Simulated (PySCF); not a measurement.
C3H16Si4 (SMILES CCC[SiH2][SiH2][SiH2][SiH3])

Input

```
{"job": {"kind": "nmr", "xc": "PBE0", "basis": "pcSseg-1"}, "charge": 0, "multiplicity": 1}
C     -4.466910    -0.844312     0.397079
C     -3.086719    -0.374705     0.832045
C     -2.051512    -0.427113    -0.291095
Si    -0.314192     0.115380     0.219165
Si     1.207460     0.015437    -1.563700
Si     3.293936     0.807705    -0.844175
Si     3.974542    -0.463192     1.006440
H     -4.437768    -1.885250     0.036287
H     -4.858824    -0.221856    -0.423266
H     -5.189992    -0.797899     1.225944
H     -2.739709    -0.988214     1.681885
H     -3.154270     0.656905     1.219456
H     -2.370467     0.209027    -1.136207
H     -1.978395    -1.451457    -0.698637
H      0.202657    -0.764976     1.317428
H     -0.337449     1.518044     0.747887
H      1.364757    -1.406960    -2.011761
H      0.708460     0.814388    -2.729621
H      3.165045     2.242827    -0.433696
H      4.318675     0.718222    -1.932951
H      4.046397    -1.908357     0.626478
H      2.975534    -0.310666     2.109062
H      5.314970    -0.029330     1.508208
```

Run with:

```sh
OMP_NUM_THREADS=1 python probes_run.py task.json out
```

Geometry: PBE0-D3(BJ)/def2-SVP.

These are results of PBE0/pcSseg-1, SCF density, gas phase, non-relativistic in PySCF, not measurements.

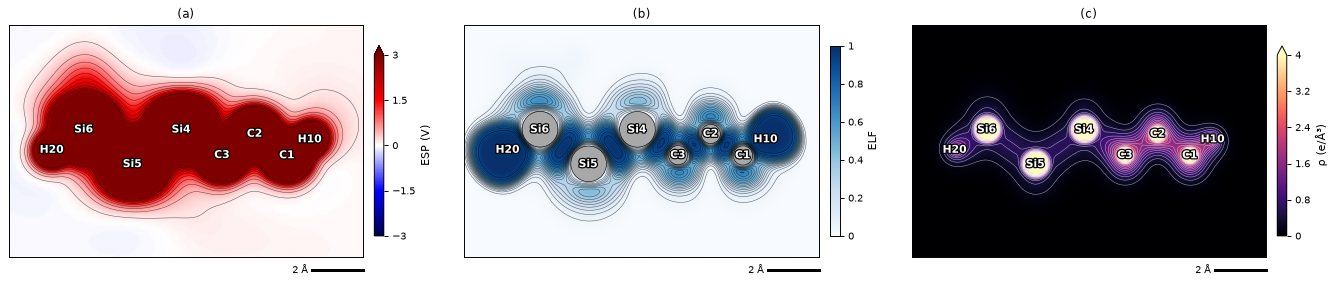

Figure 1. (a) molecular electrostatic potential; (b) ELF; (c) total electron density on the plane of atoms C2, C3 and Si4. Grey discs cover the atomic cores in the ELF map.

Q: Interpret the plot.

A: Atoms in the plane: C, Si and H.
C–C (1.52 Å): ρ is about 1.6 e/Å³ halfway; the ELF peaks at about 0.95 between the atoms (a covalent bond).
C–Si (1.89 Å): ρ is about 0.93 e/Å³ halfway; the ELF peaks at about 0.95 between the atoms (localised, covalent bonding).
Si–Si (2.34 Å): ρ at the midpoint is about 0.62 e/Å³; the ELF peaks at about 1 between the atoms, as expected for a covalent bond.
C–H (1.10 Å): ρ at the midpoint is about 1.9 e/Å³; the ELF climbs to about 1 towards the hydrogen, as it does in any bond to H; a covalent bond by its length.
Si–H (1.50 Å): the density is about 0.76 e/Å³ at the midpoint; the ELF climbs to about 1 towards the hydrogen.
The potential has no marked negative region in this plane.

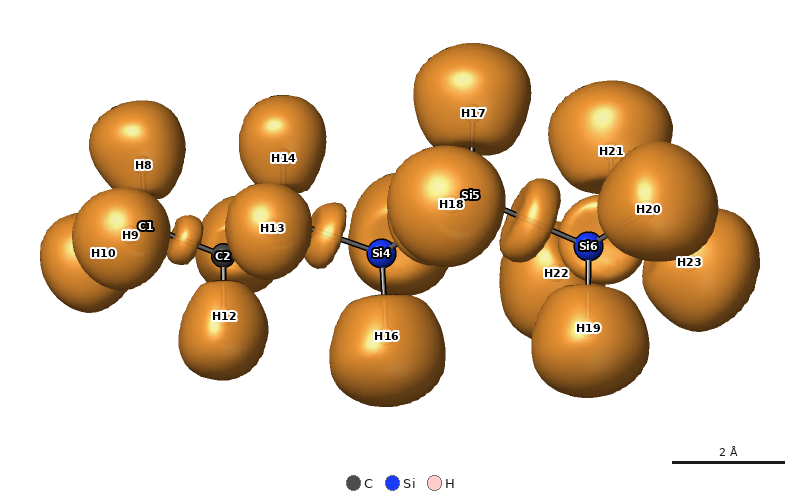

Figure 2. Isosurface of the electron localisation function at 0.8 (orange), seen from one side. Core shells and regions of very low density are left out.

Q: What do the ELF domains correspond to?

A: The surface consists of two regions between bonded C–C atoms (shared pairs), one region between bonded C–Si atoms (shared pairs), three regions between bonded Si–Si atoms (shared pairs) and 16 regions around hydrogen nuclei.

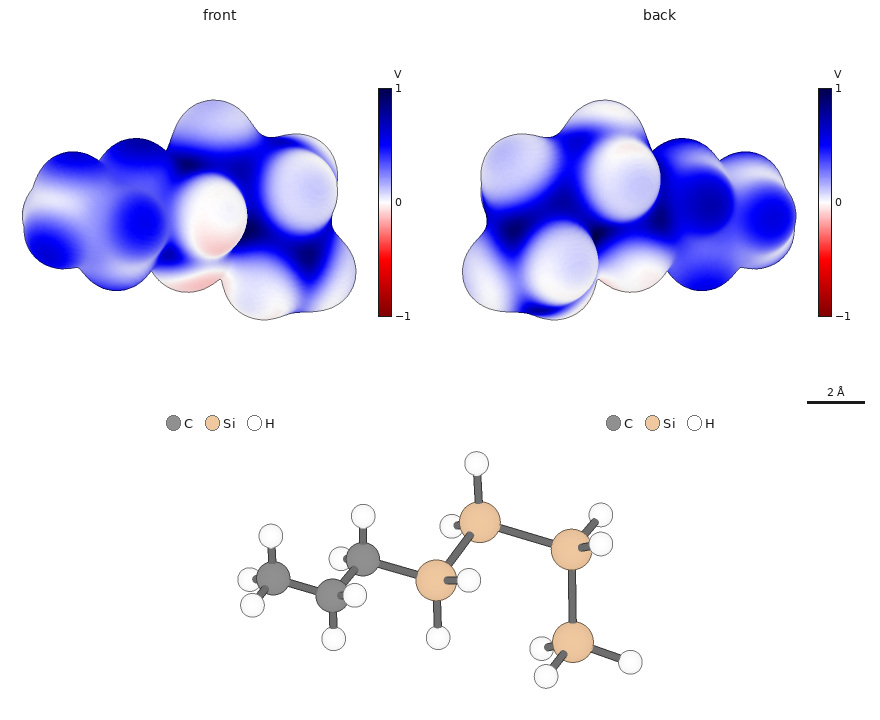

Figure 3. The molecular electrostatic potential painted on the density surface at 0.002 e/bohr³, seen from the front and from behind; red is negative and blue positive. The bare structure is drawn below in the same view.

Q: Which sites attract a positive test charge, and which a negative one?

A: A positive charge is drawn to the negative regions and a negative charge to the positive ones. The most negative region (about −0.1 V) lies over H15 and H16, the most positive (about +0.9 V, or +21 kcal/mol for a unit charge) over Si4, Si5, Si6 and Si7.
